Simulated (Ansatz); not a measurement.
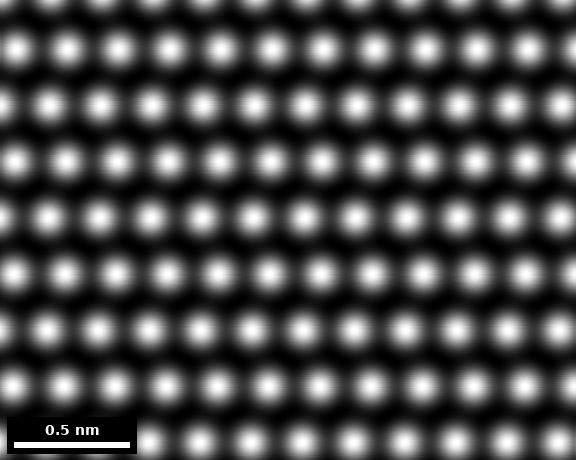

iDPC-like image of a crystal. Simulated as the projected potential of neutral atoms (B = 0.3 Å²) blurred by a 1.11 Å probe, the thin-sample limit of integrated differential phase contrast. A slight drift was added.

**What two-dimensional lattice does the image show, and how large is its cell?**

The pattern repeats on a rectangular net of 2.2 × 4.8 Å.

**Which plane group does this projection have?**

p2mg: mirror lines in one direction, glide lines across them, twofold points on the glide lines.

**How many columns does the smallest repeating cell hold, and how many levels of brightness?**

2 columns in the primitive cell of 10.7 Å², all of one brightness.

The crystal is Zn (P6_3/mmc, No. 194) seen along [100]. Model: coordinates from a relaxation with DFT LDA, scalar-relativistic, plane waves, PAW (Ansatz).
